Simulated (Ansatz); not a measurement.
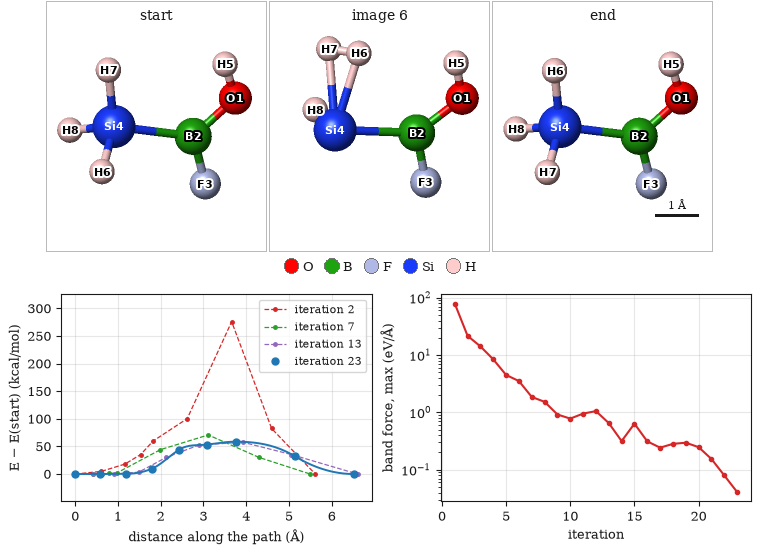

A nudged-elastic-band calculation for BSiH4OF. Images are numbered from 0 (start) to 8 (end). The plot follows the band through its iterations. A ball-and-stick model, seen at a tilt.

Level of theory: RKS PBE0/def2-SVP (Ansatz). Settings: 7 movable images; climbing image; force threshold 0.05 eV/Å; iteration limit 60; spring constant 0.1 eV/Å²; starting path through a guess of the saddle point.

Q: Did the band converge, and can the barrier be trusted?

A: The run is converged, with reservations. The band converged in 23 iterations. The largest component of the band force went from 79 to 0.041 eV/Å. The climbing image converged on the top of the path. Its curvatures weren't checked. The spring constant is far from the usual few eV/Å², which spoils the spacing or the steps. The first iteration put the highest image at 738.7 kcal/mol. The barrier is about 58.6 kcal/mol in both directions, with image 6 at the top; the ends have the same energy.
